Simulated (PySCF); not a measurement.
Si(Me)(OH)3, SMILES C[Si](O)(O)O, CAM-B3LYP/def2-SVP optimised geometry. Atoms within 1.6 Å of the plane z = 0.6 Å (x, y, z in Å): C1 (-1.43, -1.83, 1.48), Si2 (-0.78, -0.94, 0.00), O3 (-1.30, 0.64, 0.00), O5 (0.88, -0.94, 0.00), H6 (-2.51, -1.67, 1.58), H7 (-1.25, -2.91, 1.39), H9 (-0.61, 1.31, -0.08), H11 (1.30, -1.31, -0.78).

Calculation: CAM-B3LYP/def2-TZVP (PySCF).

Map of the deformation density (molecule minus spherical neutral atoms) (e/bohr³) on the plane z = 0.6 Å:

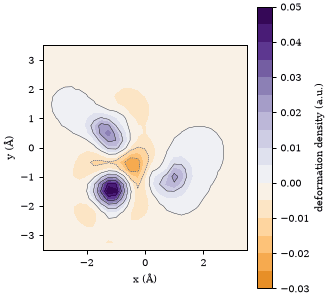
*Deformation density (molecule minus spherical neutral atoms) (e/bohr³) on the plane z = 0.6 Å.*
